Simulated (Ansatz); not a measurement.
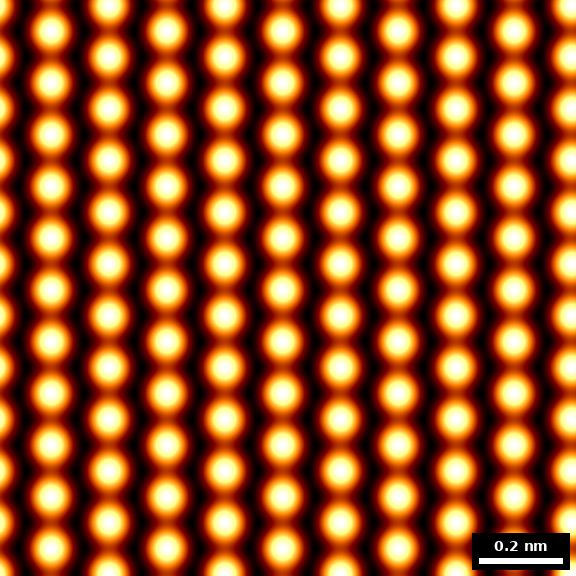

Integrated-DPC-like image of Cr (Im-3m, No. 229). Simulated as the projected potential of neutral atoms (B = 0.8 Å²) blurred by a 0.61 Å probe, the thin-sample limit of integrated differential phase contrast. The display is stretched by a gamma of 0.8; percentages refer to the linear signal. Structure used: a calculation's starting geometry.

```yaml
crystal:
  lattice:
    - [2.81269, 0.00000, 0.00000]
    - [0.00000, 2.81269, 0.00000]
    - [0.00000, 0.00000, 2.81269]
  atoms:
    - { symbol: Cr, position: [0.00000, 0.00000, 0.00000] }
    - { symbol: Cr, position: [0.50000, 0.50000, 0.50000] }
```

Which beam direction gives this image, [210], [111], [001] or [221]? (Directions equivalent by symmetry count as one.)

Answer. [210]. The projected cells are 1.26 × 1.54 Å, 114° for [210]; 2.30 × 2.30 Å, 120° for [111]; 1.99 × 1.99 Å, 90° for [001]; 0.66 × 1.99 Å, 90° for [221], and the image repeats as the [210] one does.
